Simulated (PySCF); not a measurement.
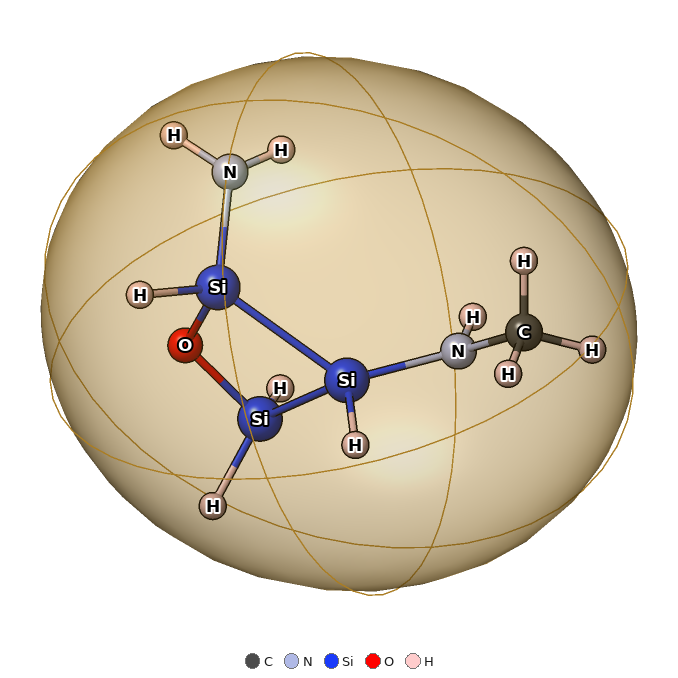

The ellipsoid shows the static dipole polarisability: its half-axes are proportional to the principal values. The geometry was computed by an optimisation with GFN2-xTB. No frequency run is at hand to confirm it as a minimum. Level of theory: CAM-B3LYP/def2-SVPD (PySCF 2.14.0).

How large and how anisotropic is the polarisability?

Answer. Principal values 95.0, 115.1, 122.5 bohr³; mean 110.9 bohr³ (16.43 Å³); anisotropy 24.7 bohr³, so the longest axis is 1.29 times the shortest.

The geometry is semi-empirical. Around Si such bond lengths and angles can be off by a tenth of an ångström or more and by several degrees, and values that hang on the shape move with them.
